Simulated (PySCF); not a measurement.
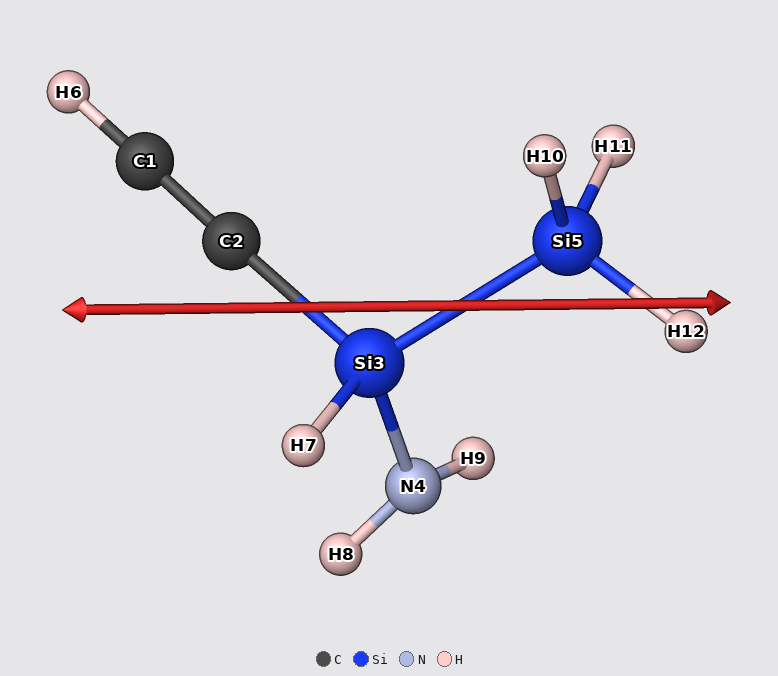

The double arrow shows the direction of the transition dipole to excited singlet state 6 (its length means nothing). Computed geometry: GFN2-xTB optimisation. No frequency run is at hand to confirm it as a minimum. Properties computed with TDDFT CAM-B3LYP/def2-SVPD, vertical, gas phase, core orbitals frozen in the response (PySCF 2.14.0).

Question. Where does the transition lie, and how strong is it?

Answer. 7.21 eV (172 nm), oscillator strength 0.038, of mixed character, with the largest part HOMO−3 → LUMO (weight 0.24); transition dipole 1.18 D.

The geometry is semi-empirical. Around Si such bond lengths and angles can be off by a tenth of an ångström or more and by several degrees, and values that hang on the shape move with them.
